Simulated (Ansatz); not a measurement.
The relaxed structure here is a generated cell of SnSe2: the first start was made by placing the elements on the sites of a structure type, and the end was not matched to a known phase here, so it may be hypothetical. Known forms of SnSe2 include space group No. 164.

A relaxed structure of SnSe$_{2}$. Level of theory: r2SCAN (plane waves to 500 eV, PAW, scalar-relativistic; Ansatz, an electronic-structure program).

I4₁/amd, origin choice 1 (No. 141), tI12, anatase type; a = 5.628 Å, b = 5.628 Å, c = 11.011 Å, α = 90.00°, β = 90.00°, γ = 90.00°.

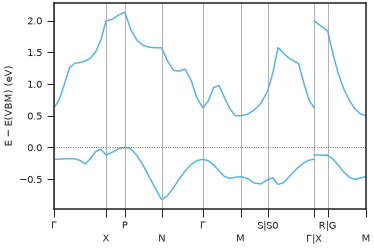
*Highest filled and lowest empty band along the path of this cell's Brillouin zone*

### Question
Read off the gap and say whether it is direct.

### Answer
0.50 eV, indirect (valence top at P, conduction bottom at M) (no spin-orbit coupling).

### Question
How far does the top valence band disperse along this path?

### Answer
About 0.8 eV.

No spin polarisation in the result.

The run could not lose the symmetry of its start, so the end can be a saddle point.
